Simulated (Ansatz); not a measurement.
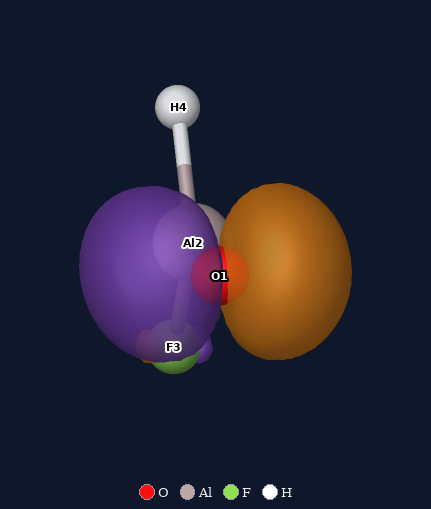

*AlFHO (SMILES [O-][AlH][F]) (charge −1). The HOMO−1 at ±0.15 Å⁻³ᐟ² (orange and purple are the two phases), seen at an oblique angle.*

The calculation used RKS BHLYP-D4/def2-SVP in Ansatz 0.2.0.

Describe this orbital and give its energy.

It lies mainly on O1 (about 80 %) and Al2 (about 20 %); it changes sign across the molecular plane (π type). Its energy is −2.03 eV.
